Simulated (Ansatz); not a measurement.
# Calculations on CH₈OSi

**1. Relaxation**

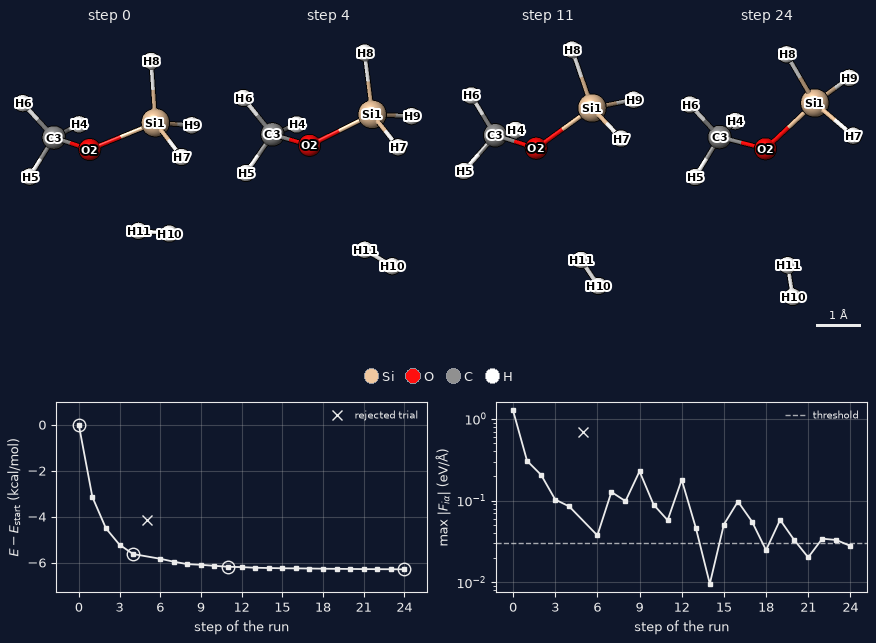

Frames of a relaxation of CH8OSi, marked on the history of the run. The picture is a ball-and-stick view, seen at a tilt.

The run prepares an end point of a later path (reaction) calculation, from a guessed geometry.

Theory: RHF/def2-SVP (Ansatz 0.2.0).

Input file:
```yaml
crystal:
  periodic: [false, false, false]
  atoms:
    - { symbol: Si, position_ang: [-0.152056, 0.161404, 0.13752] }
    - { symbol: O, position_ang: [-0.102866, 0.098936, 1.799267] }
    - { symbol: C, position_ang: [-1.128293, -0.240224, 2.679186] }
    - { symbol: H, position_ang: [-1.856933, -0.911372, 2.213178] }
    - { symbol: H, position_ang: [-0.699515, -0.754981, 3.537527] }
    - { symbol: H, position_ang: [-1.655223, 0.643772, 3.039024] }
    - { symbol: H, position_ang: [1.226, 0.285098, -0.367008] }
    - { symbol: H, position_ang: [-0.94023, 1.334316, -0.316955] }
    - { symbol: H, position_ang: [-0.805254, -1.063232, -0.380892] }
    - { symbol: H, position_ang: [1.293186, -1.982493, 0.819546] }
    - { symbol: H, position_ang: [1.146186, -1.703223, 1.456007] }
basis:
  gaussian: { orbitals: def2-SVP }
hamiltonian:
  xc: hf
relax:
  f_tol: 0.03
  max_steps: 50
```

Command:
```bash
ansatz run input.yaml --threads 1 --pin off --max-ram 2048MiB --backend cpu --events-out ev --progress --plain --runs-dir out
```

> What happens along the run?

H10 moves most after the best rigid fit: 1.65 Å. Largest moves by element: H 1.65 Å, O 0.50 Å, Si 0.46 Å, C 0.20 Å. Among the contacts that change: H10–H11 0.710 → 0.747 Å, Si1–O2 1.664 → 1.649 Å. Groups turn about O2–C3 by about 35°. After 23 accepted moves (24 points after the start) the energy has fallen by 6.29 kcal/mol. The largest force component goes from 1.3 to 0.028 eV/Å. The line search rejected the trial step at point 5 of the run. The forces were under the threshold at step 14, but the run went on from there. The run took 33 s on 1 thread of Arm Neoverse V1, on a shared host, peak memory 0.14 GiB. From step 0 to 4: H10 moves most (0.78 Å), energy −5.62 kcal/mol. From step 4 to 11: H10 moves most (0.53 Å), energy −0.56 kcal/mol. From step 11 to 24: H atoms move most (0.57 Å), energy −0.11 kcal/mol.

Limits of the set-up: the start holds two separate molecules, 2.2 Å apart at their closest, whose relative position is a soft coordinate and is computed without a dispersion correction; Hartree-Fock leaves out electron correlation.

**2. Relaxation**

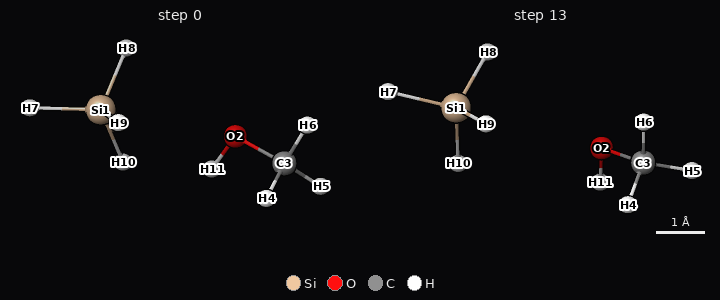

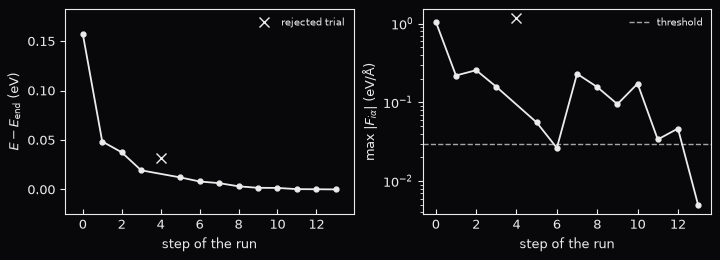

First and last geometry of a relaxation of CH8OSi, with the history of the run. The picture is a ball-and-stick view, seen from a free direction.

The run prepares an end point of a later path (reaction) calculation, from a guessed geometry.

Method: RHF/def2-SVP in Ansatz 0.2.0.

Input
```yaml
crystal:
  periodic: [false, false, false]
  atoms:
    - { symbol: Si, position_ang: [0.436255, -0.183385, -0.544248] }
    - { symbol: O, position_ang: [-0.295006, -0.032943, 2.244755] }
    - { symbol: C, position_ang: [-1.294555, -0.524224, 3.085762] }
    - { symbol: H, position_ang: [-1.709598, -1.472252, 2.727336] }
    - { symbol: H, position_ang: [-0.934578, -0.66559, 4.110724] }
    - { symbol: H, position_ang: [-2.098828, 0.208437, 3.110221] }
    - { symbol: H, position_ang: [1.06698, -0.447065, -1.864974] }
    - { symbol: H, position_ang: [0.478761, 1.268422, -0.283333] }
    - { symbol: H, position_ang: [-0.95296, -0.690748, -0.587739] }
    - { symbol: H, position_ang: [1.20747, -0.91676, 0.46898] }
    - { symbol: H, position_ang: [0.421059, -0.675893, 2.148916] }
basis:
  gaussian: { orbitals: def2-SVP }
hamiltonian:
  xc: hf
relax:
  f_tol: 0.03
  max_steps: 50
```

Command:
```bash
ansatz run input.yaml --threads 1 --pin off --max-ram 2048MiB --backend cpu --events-out ev --progress --plain --runs-dir out
```

> Did the run converge, and what did it change?

It converged. The atom that moves furthest after the best rigid fit is H11 (0.76 Å). Largest moves by element: H 0.76 Å, O 0.37 Å, Si 0.11 Å, C 0.05 Å. Among the contacts that change: O2–H11 0.967 → 0.944 Å, Si1–H10 1.469 → 1.481 Å. After 12 accepted moves (13 points after the start) the energy has fallen by 0.158 eV. Largest force component: 1.1 eV/Å at the start, 0.005 eV/Å at the end. The line search rejected the trial step at point 4 of the run. The forces were under the threshold at step 6, but the run went on from there. The run took 19 s on 1 thread of Arm Neoverse V1, with other jobs on the host, peak memory 0.14 GiB.

Limits of the set-up: Hartree-Fock leaves out electron correlation.

**3. Path**

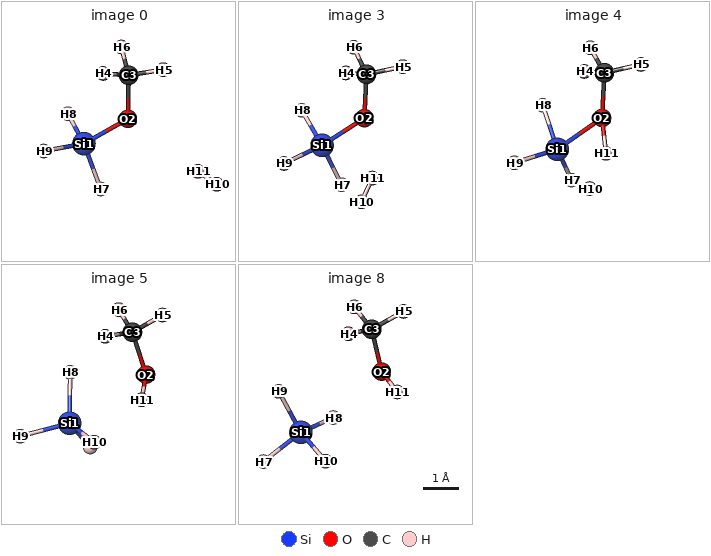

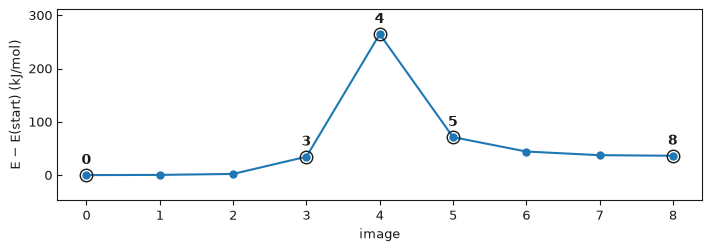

NEB run on CH₈OSi, made up at the start of CH₆OSi and H₂. Images are numbered from 0 (start) to 8 (end). A ball-and-stick model, seen at a tilt.

Computed with RHF/def2-SVP (Ansatz). Run with 7 movable images; climbing image; force threshold 0.05 eV/Å; iteration limit 60; starting path through a guess of the saddle point.

Q: Describe the mechanism and the energy profile.

A: Breaking: H10–H11 (0.75 → 1.13 at the top → 3.01 Å), Si1–O2 (1.65 → 1.82 at the top → 3.21 Å). Forming: O2–H11 (2.73 → 1.11 at the top → 0.94 Å), Si1–H10 (4.56 → 1.85 at the top → 1.48 Å). Forward barrier 264.5 kJ/mol, backward barrier 228.3 kJ/mol, with image 4 at the top; the reaction energy is +36.3 kJ/mol. The band is converged.

Limits of the set-up: the start holds two separate molecules, 2.7 Å apart at their closest, whose relative position is a soft coordinate and is computed without a dispersion correction; Hartree-Fock leaves out electron correlation.
